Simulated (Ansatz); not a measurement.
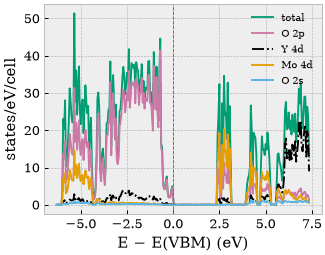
Fig. 1. Total and projected density of states of Y2MoO6 in space group C2/c (No. 15; Pearson symbol mS72), r²SCAN in the plane-wave PAW code Ansatz

Task: Which orbitals carry the states next to the gap?

Result: Top 1 eV of the valence band: O 2p 92 %. Bottom 1 eV of the conduction band: Mo 4d 59 %, O 2p 32 %, Y 4d 5 %. Projections are on Löwdin-orthogonalised atomic valence shells; empty p or d shells of many metals are not among them.

Task: Where is the tallest occupied peak in this window, and what makes it?

Result: Near -5.3 eV, about 51 states/eV per cell; the largest projected share is O 2p.

The first step of the workflow began from a Materials Project structure, measured or hypothetical; the Crystallography Open Database files this formula in space group No. 15, but the cells were not matched. Whether it is the stable phase at ambient conditions was not checked. The r²SCAN relaxation kept the symmetry of its start; whether a distortion lowers the energy is not shown. The run is not spin-polarised. No Hubbard U is applied. Spin–orbit coupling is left out wherever it is not named.

Potentials: the later of the program's two PAW sets.
